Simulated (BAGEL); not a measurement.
# BH3S (SMILES BS) at NEVPT2(12,11)/6-31G(d) (density fitting with cc-pvqz-jkfit, spherical functions)

Aim: the vertical ionisation energy of BH3S at NEVPT2(12,11)/6-31G* (density fitting with cc-pvqz-jkfit, spherical functions), from 2 runs. 

Program for the calculation: BAGEL 1.2.2.

1 further run of the same task is left out (set aside as unsound or not needed). Runs told in other sessions of the task aren't counted.

## Step 1: Starting point

BH3S: 5 atoms, total charge 0, spin state singlet. SMILES: `BS`. The coordinates come from a PBE0-D4/def2-TZVP relaxation.

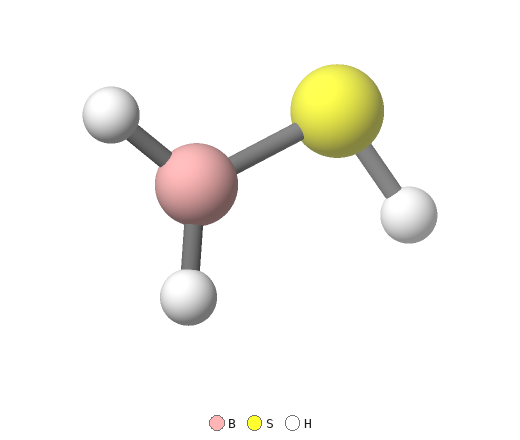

Viewed from a chosen angle; boron pink, sulfur yellow, hydrogen white.

## Step 2: A single-point energy at NEVPT2(12,11)/6-31G(d) (density fitting with cc-pvqz-jkfit, spherical functions)

File job.json:

```json
{ "bagel": [

{
  "title": "molecule",
  "basis": "6-31gs.json",
  "df_basis": "cc-pvqz-jkfit",
  "angstrom": true,
  "geometry": [
    { "atom": "B", "xyz": [   -0.392100,   -0.421000,    0.088100 ] },
    { "atom": "S", "xyz": [    0.161700,    1.236900,   -0.154300 ] },
    { "atom": "H", "xyz": [   -1.562900,   -0.556400,    0.264200 ] },
    { "atom": "H", "xyz": [    0.367100,   -1.337600,    0.074200 ] },
    { "atom": "H", "xyz": [    1.476100,    1.004400,   -0.313600 ] }
  ]
},
{
  "title": "hf"
},
{
  "title": "casscf",
  "nstate": 1,
  "nact": 11,
  "nclosed": 6,
  "maxiter": 200,
  "natocc": true
},
{
  "title": "nevpt2",
  "nstate": 1,
  "nact": 11,
  "nclosed": 6,
  "maxiter": 200,
  "natocc": true,
  "ncore": 6
},
{
  "title": "print",
  "file": "orbitals.molden",
  "orbitals": true
}

]}
```

The basis set 6-31G* is read from a file made from the Basis Set Exchange's data (not shown).

Launch:

```sh
$ BAGEL_NUM_THREADS=1 BAGEL job.json > job.out
```

The program printed:

```text
* using 1 threads per process

  ===============================================================
  ===============================================================

  *** Geometry ***

  { "atom" : "B", "xyz" : [     -0.740962,     -0.795575,      0.166485 ] },
  { "atom" : "S", "xyz" : [      0.305569,      2.337402,     -0.291585 ] },
  { "atom" : "H", "xyz" : [     -2.953453,     -1.051444,      0.499266 ] },
  { "atom" : "H", "xyz" : [      0.693718,     -2.527698,      0.140218 ] },
  { "atom" : "H", "xyz" : [      2.789425,      1.898041,     -0.592618 ] },

  Number of auxiliary basis functions:      407

  Since a DF basis is specified, we compute 2- and 3-index integrals:
    o Being stored without compression. Storage requirement is 0.005 GB

  Number of basis functions:       38
  Number of electrons      :       24

    * METHOD: MOLECULE                             0.12

  *** RHF ***

  === Nuclear Repulsion ===
    43.0705489642

      * DIIS with orbital gradients will be used.

  === RHF iteration (6-31gs.json) ===
      0       -423.91569668          0.01390620           0.01
      1       -423.94667348          0.00386533           0.01
      2       -423.94943348          0.00117664           0.01
      3       -423.94969343          0.00024010           0.01
      4       -423.94971375          0.00008619           0.01
      5       -423.94971666          0.00002752           0.01
      6       -423.94971701          0.00000767           0.01
      7       -423.94971704          0.00000175           0.01
      8       -423.94971704          0.00000042           0.01
      9       -423.94971704          0.00000012           0.01
     10       -423.94971704          0.00000004           0.01
     11       -423.94971704          0.00000001           0.01
     12       -423.94971704          0.00000000           0.01
    * SCF iteration converged.

    * Permanent dipole moment:
           (   -0.334374,     0.240684,     0.022409) a.u.

    * METHOD: HF                                   0.20

  ---------------------------
      CASSCF calculation
  ---------------------------

    * nstate   :      1
    * nclosed  :      6
    * nact     :     11
    * nvirt    :     21
  === CASSCF iteration (6-31gs.json) ===

    * Using the second-order algorithm

      0  0      -423.98435539     3.26e-03      4.30

      1  0      -424.02216347     2.25e-03      4.88

      2  0      -424.03213717     6.69e-04      4.66

      3  0      -424.03392413     4.82e-04      4.60

      4  0      -424.03461331     3.40e-04      4.59

      5  0      -424.03486811     2.09e-04      4.55

      6  0      -424.03495020     1.22e-04      4.60

      7  0      -424.03497498     7.01e-05      4.69

      8  0      -424.03498234     4.08e-05      4.71

      9  0      -424.03498455     2.41e-05      4.75

     10  0      -424.03498523     1.45e-05      4.68

     11  0      -424.03498545     8.88e-06      4.70

     12  0      -424.03498552     5.53e-06      4.66

     13  0      -424.03498555     3.50e-06      4.69

     14  0      -424.03498556     2.24e-06      4.67

     15  0      -424.03498556     1.46e-06      4.69

     16  0      -424.03498556     9.54e-07      4.76

     17  0      -424.03498556     6.30e-07      4.76

     18  0      -424.03498556     4.19e-07      4.72

     19  0      -424.03498556     2.80e-07      4.68

     20  0      -424.03498556     1.88e-07      4.68

     21  0      -424.03498556     1.26e-07      4.72

     22  0      -424.03498556     8.54e-08      4.74

     23  0      -424.03498556     5.78e-08      4.75

     24  0      -424.03498556     3.92e-08      4.76

     25  0      -424.03498556     2.66e-08      4.66

     26  0      -424.03498556     1.81e-08      4.70

     27  0      -424.03498556     1.23e-08      4.75

     28  0      -424.03498556     8.37e-09      4.72

    * Second-order optimization converged. *

     guess   0:   closed 111111.....          open ...........

  === FCI iteration ===

      0  0      -423.94808447     8.00e-04      0.27
      1  0      -424.02730511     2.87e-04      0.27
      2  0      -424.03430039     9.37e-05      0.27
      3  0      -424.03492923     2.77e-05      0.28
      4  0      -424.03498096     8.08e-06      0.27
      5  0      -424.03498501     2.85e-06      0.28
      6  0      -424.03498550     9.38e-07      0.28
      7  0      -424.03498556     3.03e-07      0.27
      8  0      -424.03498556     9.00e-08      0.28
      9  0      -424.03498556     2.68e-08      0.27
     10  0      -424.03498556     8.24e-09      0.29
     11  0      -424.03498556     2.55e-09      0.29
     12  0      -424.03498556     7.48e-10      0.28
     13  0      -424.03498556     2.21e-10      0.28
     14  0 *    -424.03498556     6.78e-11      0.26

     * ci vector, state   0, <S^2> = 0.0000
       222222.....     0.9712197508
       222.22.2...    -0.0670191023
       22222.2....    -0.0617350698
       2222.22....    -0.0563011510

    * METHOD: CASSCF                             140.47

    * freezing 6 orbitals

  === DF-NEVPT2 calculation ===

    * Third and fourth order RDM ( 1, 1) evaluation
      will be done with 3 passes
    * 3-index integral transformation done
    * assembly done

      NEVPT2 correlation energy:   -0.1158460488      0.09

          (+0)      0.0000000000
          (+0)'     0.0000000000
          (+1)      0.0000000000
          (+1)'     0.0000000000
          (+2)      0.0000000000
          (-1)      0.0000000000
          (-1)'    -0.0583634646
          (-2)     -0.0574825842

      NEVPT2 total energy:       -424.1508316128

    * METHOD: NEVPT2                            1009.44

    * METHOD: PRINT                                0.01

  ===============================================================
```

Wall time 19 min (1 thread of Arm Neoverse V1, shared host); peak memory 9.5 GiB.

## Step 3: The doublet cation at the same level

File job.json:

```json
{ "bagel": [

{
  "title": "molecule",
  "basis": "6-31gs.json",
  "df_basis": "cc-pvqz-jkfit",
  "angstrom": "true",
  "geometry": [
    { "atom": "B", "xyz": [   -0.392100,   -0.421000,    0.088100 ] },
    { "atom": "S", "xyz": [    0.161700,    1.236900,   -0.154300 ] },
    { "atom": "H", "xyz": [   -1.562900,   -0.556400,    0.264200 ] },
    { "atom": "H", "xyz": [    0.367100,   -1.337600,    0.074200 ] },
    { "atom": "H", "xyz": [    1.476100,    1.004400,   -0.313600 ] }
  ]
},
{ "title": "hf", "charge": 2 },
{ "title": "casscf", "nstate": 1, "nact": 11, "nclosed": 6, "charge": 1, "nspin": 1, "maxiter": 200, "natocc": "true" },
{
  "title": "nevpt2",
  "nstate": 1,
  "nact": 11,
  "nclosed": 6,
  "charge": 1,
  "nspin": 1,
  "maxiter": 200,
  "natocc": "true",
  "ncore": 6
},
{ "title": "print", "file": "orbitals.molden", "orbitals": "true" }

]}
```

The basis set 6-31G* is read from a file made from the Basis Set Exchange's data (not shown).

Launch:

```sh
$ BAGEL_NUM_THREADS=1 BAGEL job.json > job.out
```

The program printed:

```text
* using 1 threads per process

  ===============================================================
  ===============================================================

  *** Geometry ***

  { "atom" : "B", "xyz" : [     -0.740962,     -0.795575,      0.166485 ] },
  { "atom" : "S", "xyz" : [      0.305569,      2.337402,     -0.291585 ] },
  { "atom" : "H", "xyz" : [     -2.953453,     -1.051444,      0.499266 ] },
  { "atom" : "H", "xyz" : [      0.693718,     -2.527698,      0.140218 ] },
  { "atom" : "H", "xyz" : [      2.789425,      1.898041,     -0.592618 ] },

  Number of auxiliary basis functions:      407

  Since a DF basis is specified, we compute 2- and 3-index integrals:
    o Being stored without compression. Storage requirement is 0.005 GB

  Number of basis functions:       38
  Number of electrons      :       24

    * METHOD: MOLECULE                             0.11

  *** RHF ***

  === Nuclear Repulsion ===
    43.0705489642

      * DIIS with orbital gradients will be used.

  === RHF iteration (6-31gs.json) ===
      0       -422.69467417          0.02603324           0.01
      1       -422.83867665          0.00507527           0.01
      2       -422.84259393          0.00113562           0.01
      3       -422.84287531          0.00017579           0.01
      4       -422.84288321          0.00003237           0.01
      5       -422.84288349          0.00000566           0.01
      6       -422.84288350          0.00000129           0.01
      7       -422.84288350          0.00000021           0.01
      8       -422.84288350          0.00000005           0.01
      9       -422.84288350          0.00000001           0.01
     10       -422.84288350          0.00000001           0.01
    * SCF iteration converged.

    * Permanent dipole moment:
           (   -0.671570,    -0.187652,     0.112013) a.u.

    * METHOD: HF                                   0.16

  ---------------------------
      CASSCF calculation
  ---------------------------

    * nstate   :      1
    * nclosed  :      6
    * nact     :     11
    * nvirt    :     21
  === CASSCF iteration (6-31gs.json) ===

    * Using the second-order algorithm

      0  0      -423.60539760     2.06e-02      5.42

      1  0      -423.64598128     2.46e-03      5.01

      2  0      -423.66159654     1.08e-03      4.87

      3  0      -423.66712094     7.31e-04      4.69

      4  0      -423.66974433     6.06e-04      4.68

      5  0      -423.67103150     4.21e-04      4.44

      6  0      -423.67154350     2.34e-04      4.18

      7  0      -423.67169589     1.17e-04      4.57

      8  0      -423.67173515     5.68e-05      4.48

      9  0      -423.67174491     2.78e-05      4.49

     10  0      -423.67174741     1.40e-05      4.50

     11  0      -423.67174811     7.43e-06      4.54

     12  0      -423.67174832     4.19e-06      4.46

     13  0      -423.67174840     2.53e-06      4.45

     14  0      -423.67174843     1.62e-06      4.39

     15  0      -423.67174845     1.10e-06      4.63

     16  0      -423.67174845     7.63e-07      4.38

     17  0      -423.67174846     5.42e-07      4.61

     18  0      -423.67174846     3.90e-07      4.25

     19  0      -423.67174846     2.83e-07      4.22

     20  0      -423.67174846     2.06e-07      4.11

     21  0      -423.67174846     1.50e-07      4.15

     22  0      -423.67174846     1.09e-07      4.56

     23  0      -423.67174846     7.97e-08      4.44

     24  0      -423.67174846     5.81e-08      4.36

     25  0      -423.67174846     4.24e-08      4.37

     26  0      -423.67174846     3.09e-08      4.33

     27  0      -423.67174846     2.25e-08      4.32

     28  0      -423.67174846     1.64e-08      4.46

     29  0      -423.67174846     1.20e-08      4.45

     30  0      -423.67174846     8.71e-09      4.61

    * Second-order optimization converged. *

     guess   0:   closed 11111......          open .....1.....

  === FCI iteration ===

      0  0      -423.58727706     8.01e-04      0.27
      1  0      -423.66612651     2.52e-04      0.27
      2  0      -423.67142314     6.66e-05      0.26
      3  0      -423.67172327     1.87e-05      0.28
      4  0      -423.67174592     5.90e-06      0.33
      5  0      -423.67174820     1.97e-06      0.27
      6  0      -423.67174843     6.50e-07      0.30
      7  0      -423.67174846     1.86e-07      0.29
      8  0      -423.67174846     5.40e-08      0.28
      9  0      -423.67174846     1.74e-08      0.29
     10  0      -423.67174846     5.30e-09      0.29
     11  0      -423.67174846     1.50e-09      0.29
     12  0      -423.67174846     4.42e-10      0.29
     13  0      -423.67174846     1.26e-10      0.28
     14  0 *    -423.67174846     3.68e-11      0.26

     * ci vector, state   0, <S^2> = 0.7500
       22222a.....     0.9727885095
       2222.a2....     0.0888572562

    * METHOD: CASSCF                             144.18

    * freezing 6 orbitals

  === DF-NEVPT2 calculation ===

    * Third and fourth order RDM ( 1, 1) evaluation
      will be done with 3 passes
    * 3-index integral transformation done
    * assembly done

      NEVPT2 correlation energy:   -0.0943025561      0.09

          (+0)      0.0000000000
          (+0)'     0.0000000000
          (+1)      0.0000000000
          (+1)'     0.0000000000
          (+2)      0.0000000000
          (-1)      0.0000000000
          (-1)'    -0.0504164574
          (-2)     -0.0438860987

      NEVPT2 total energy:       -423.7660510173

    * METHOD: NEVPT2                             967.45

    * METHOD: PRINT                                0.00

  ===============================================================
```

Run time: 19 min. Hardware: 1 thread of Arm Neoverse V1, shared host; peak memory 9.5 GiB.

## Step 4: Results

Level: NEVPT2(12,11)/6-31G* (density fitting with cc-pvqz-jkfit, spherical functions), 6 core orbitals frozen.

| quantity | value |
| --- | --- |
| singlet BH3S: total energy | -424.15083 Eh |
| doublet cation: total energy | -423.76605 Eh |
| vertical ionisation energy (to the doublet cation) | 10.470 eV |

Removing an electron at fixed nuclei costs 10.47 eV (241 kcal/mol).
